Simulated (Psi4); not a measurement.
# B3LYP/6-31G(d) (Cartesian functions) run of C2H6Si (SMILES CC[SiH])

What is the energy change on altering one bond length of C2H6Si at B3LYP/6-31G* (Cartesian functions)? 

The calculation is run with Psi4 1.11.

## (1) The structure to begin with

C2H6Si has 9 atoms, charge 0, and is taken as a singlet. SMILES: `CC[SiH]`. The shape is that of a PBE0-D4/def2-TZVP optimisation. This is one conformer, not always the lowest.

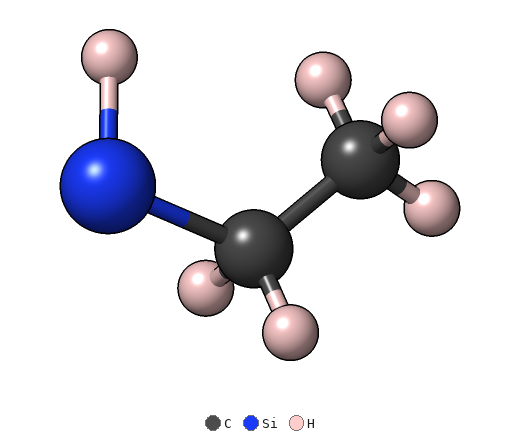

The structure, seen from a chosen angle (carbon dark grey, silicon blue, hydrogen pink).

## (2) The energy at B3LYP/6-31G(d) (Cartesian functions)

The input, run_ase.py:

```python
import numpy as np
from ase.calculators.psi4 import Psi4
from ase import Atoms

mol = Atoms(['C', 'C', 'Si', 'H', 'H', 'H', 'H', 'H', 'H'], positions=[
    [-0.593600, 0.495600, -0.562700],
    [0.423400, -0.563800, -0.158900],
    [1.475100, -0.358700, 1.398700],
    [-1.208900, 0.173100, -1.407700],
    [-0.098000, 1.423000, -0.860500],
    [-1.258400, 0.736300, 0.269500],
    [1.051000, -0.864800, -1.004300],
    [-0.103000, -1.497700, 0.133400],
    [0.401100, 0.410600, 2.175300],
])
calc = Psi4(atoms=mol, method='b3lyp', basis='6-31G*', memory='2200MB', num_threads=1, charge=0, multiplicity=1, label='c2h6si')
calc.psi4.set_options({'puream': False, 'e_convergence': 1e-09, 'd_convergence': 1e-08, 'scf_type': 'pk', 'dft_radial_points': 99, 'dft_spherical_points': 590})
mol.calc = calc

print(f'energy: {mol.get_potential_energy():.6f} eV')
```

Launch:

```console
$ python run_ase.py
```

c2h6si.dat:

```text
[...]
  Running in c1 symmetry.
[...]
  Nuclear repulsion =   95.800476581944153
[...]
  Multiplicity = 1
[...]
  Nalpha       = 16
  Nbeta        = 16
[...]
    Number of basis functions: 61
[...]
   @RKS iter   1:  -368.96271491179010   -3.18666e-01   1.19832e-02 DIIS/ADIIS
[...]
   @RKS iter  12:  -369.25136776689010   -7.38964e-13   4.09793e-09 DIIS
[...]
    Orbital Energies [Eh]
    ---------------------
    Doubly Occupied:
       1A    -66.133847     2A    -10.180232     3A    -10.177526
       4A     -5.281070     5A     -3.645238     6A     -3.637194
       7A     -3.633876     8A     -0.758225     9A     -0.625656
      10A     -0.480813    11A     -0.442588    12A     -0.403597
      13A     -0.376644    14A     -0.352874    15A     -0.295309
      16A     -0.218055
[...]
  @RKS Final Energy:  -369.25136776689010
   => Energetics <=
    Nuclear Repulsion Energy =             95.8004765819441531
    One-Electron Energy =                -697.2101768812214004
    Two-Electron Energy =                 259.5790148655190706
    DFT Exchange-Correlation Energy =     -27.4206823331319143
    Empirical Dispersion Energy =           0.0000000000000000
    VV10 Nonlocal Energy =                  0.0000000000000000
    Total Energy =                       -369.2513677668900982
[...]
 Multipole Moments:
 ------------------------------------------------------------------------------------
     Multipole            Electronic (a.u.)      Nuclear  (a.u.)        Total (a.u.)
 ------------------------------------------------------------------------------------
 L = 1.  Multiply by 2.5417464519 to convert [e a0] to [Debye]
 Dipole X            :          4.4468282           -4.8060404           -0.3592122
 Dipole Y            :         -1.3568753            1.3678035            0.0109282
 Dipole Z            :          3.1552205           -3.5177048           -0.3624843
 Magnitude           :                                                    0.5104387
[...]
```

The script printed:

```text
energy: -10047.841508 eV
```

Wall time 9.9 s (1 thread of Intel Xeon 6975P-C (Granite Rapids), shared host); peak memory 1.1 GiB.

## (3) The distorted shape: energy and forces at B3LYP/6-31G(d) (Cartesian functions)

The input, job.py:

```python
import psi4

psi4.set_memory('2200 MB')
psi4.set_num_threads(1)
psi4.set_output_file('c2h6si.out', False)

m = psi4.geometry("""
0 1
C     -0.909087     0.434075    -1.029946
C      0.107913    -0.625325    -0.626146
Si     1.475100    -0.358700     1.398700
H     -1.524387     0.111575    -1.874946
H     -0.413487     1.361475    -1.327746
H     -1.573887     0.674775    -0.197746
H      0.735513    -0.926325    -1.471546
H     -0.418487    -1.559225    -0.333846
H      0.401100     0.410600     2.175300
units angstrom
symmetry c1
""")

psi4.set_options({
    'basis': '6-31G*',
    'puream': False,
    'e_convergence': 1e-09,
    'd_convergence': 1e-08,
    'scf_type': 'pk',
    'dft_radial_points': 99,
    'dft_spherical_points': 590,
})

energy_value, wavefunction = psi4.gradient("b3lyp", molecule=m, return_wfn=True)
psi4.oeprop(wavefunction, "DIPOLE", "WIBERG_LOWDIN_INDICES", "QUADRUPOLE", title="B3LYP")
print('gradient / Eh bohr^-1')
print(energy_value.np.round(6))
print(f'energy = {wavefunction.energy():.10f} Eh')
for k, v in sorted(psi4.core.scalar_variables().items()):
    print(f'{k:45s} {v:18.10f}')
```

Launch:

```console
$ python job.py
```

c2h6si.out, shortened:

```text
[...]
  Running in c1 symmetry.
[...]
  Nuclear repulsion =   85.783083978125489
[...]
  Multiplicity = 1
[...]
  Nalpha       = 16
  Nbeta        = 16
[...]
    Number of basis functions: 61
[...]
   @RKS iter   1:  -368.88667666273363   -5.35480e-01   1.23798e-02 DIIS/ADIIS
[...]
   @RKS iter  13:  -369.21312491576651   -1.70530e-12   3.13324e-09 DIIS
[...]
    Orbital Energies [Eh]
    ---------------------
    Doubly Occupied:
       1A    -66.165148     2A    -10.184760     3A    -10.170997
       4A     -5.308188     5A     -3.672097     6A     -3.664139
       7A     -3.661558     8A     -0.736065     9A     -0.592895
      10A     -0.478236    11A     -0.424822    12A     -0.401274
      13A     -0.358469    14A     -0.333408    15A     -0.278766
      16A     -0.216087
[...]
  @RKS Final Energy:  -369.21312491576651
   => Energetics <=
    Nuclear Repulsion Energy =             85.7830839781254895
    One-Electron Energy =                -677.1475236587856443
    Two-Electron Energy =                 249.4865132824118064
    DFT Exchange-Correlation Energy =     -27.3351985175182435
    Empirical Dispersion Energy =           0.0000000000000000
    VV10 Nonlocal Energy =                  0.0000000000000000
    Total Energy =                       -369.2131249157665138
[...]
  -Total Gradient:
     Atom            X                  Y                   Z
    ------   -----------------  -----------------  -----------------
       1       -0.008235427697    -0.005136254056    -0.009310031867
       2       -0.011270545629     0.011965088851    -0.031421032762
       3        0.023312022077     0.004515186476     0.041863532096
       4        0.001528966271     0.002849481730     0.002493656931
       5       -0.000060884277    -0.002810814709     0.001308757277
       6        0.002814479803    -0.000967102136    -0.000779699463
       7       -0.007543060700    -0.004417223035    -0.004164231369
       8       -0.003026465512    -0.005511657298    -0.002025471759
       9        0.002480756075    -0.000486664109     0.002033317065
[...]
 Multipole Moments:
 ------------------------------------------------------------------------------------
[...]
```

The script printed:

```text
gradient / Eh bohr^-1
[[-8.2350e-03 -5.1360e-03 -9.3100e-03]
 [-1.1271e-02  1.1965e-02 -3.1421e-02]
 [ 2.3312e-02  4.5150e-03  4.1864e-02]
 [ 1.5290e-03  2.8490e-03  2.4940e-03]
 [-6.1000e-05 -2.8110e-03  1.3090e-03]
 [ 2.8140e-03 -9.6700e-04 -7.8000e-04]
 [-7.5430e-03 -4.4170e-03 -4.1640e-03]
 [-3.0260e-03 -5.5120e-03 -2.0250e-03]
 [ 2.4810e-03 -4.8700e-04  2.0330e-03]]
energy = -369.2131249158 Eh
CURRENT ENERGY                                   -369.2131249158
CURRENT REFERENCE ENERGY                         -369.2131249158
DD SOLVATION ENERGY                                 0.0000000000
DFT FUNCTIONAL TOTAL ENERGY                      -369.2131249158
DFT TOTAL ENERGY                                 -369.2131249158
DFT VV10 ENERGY                                     0.0000000000
DFT XC ENERGY                                     -27.3351985175
GRID ELECTRONS ALPHA                               15.9999994921
GRID ELECTRONS BETA                                15.9999994921
GRID ELECTRONS TOTAL                               31.9999989841
NUCLEAR REPULSION ENERGY                           85.7830839781
ONE-ELECTRON ENERGY                              -677.1475236588
PCM POLARIZATION ENERGY                             0.0000000000
PE ENERGY                                           0.0000000000
SCF ITERATION ENERGY                             -369.2131249158
SCF ITERATIONS                                     13.0000000000
SCF TOTAL ENERGY                                 -369.2131249158
TWO-ELECTRON ENERGY                               249.4865132824
XC GRID RADIAL POINTS                              99.0000000000
XC GRID SPHERICAL POINTS                          590.0000000000
XC GRID TOTAL POINTS                           499102.0000000000
```

Wall time 12 s (1 thread of Intel Xeon 6975P-C (Granite Rapids), shared host); peak memory 1 GiB.

## (4) Outcome

At B3LYP/6-31G* (Cartesian functions):

| quantity | value |
| --- | --- |
| first shape: total energy | -369.25137 Eh |
| first shape: dipole moment | 1.30 D |
| first shape: HOMO energy | -5.93 eV |
| first shape: LUMO energy | -2.56 eV |
| first shape: HOMO–LUMO gap | 3.37 eV |
| distorted shape: total energy | -369.21312 Eh |
| distorted shape: dipole moment | 0.35 D |
| distorted shape: HOMO energy | -5.88 eV |
| distorted shape: LUMO energy | -3.07 eV |
| distorted shape: HOMO–LUMO gap | 2.81 eV |
| distorted shape: largest force on an atom | 2.475 eV/Å |
| energy change with the C2–Si3 bond stretched from 1.891 to 2.458 Å | 1.041 eV |

What this shows: With the C2–Si3 bond stretched from 1.891 to 2.458 Å the energy rises by 1.04 eV (100 kJ/mol). The first shape isn't relaxed at this level, so the change isn't measured from a minimum.
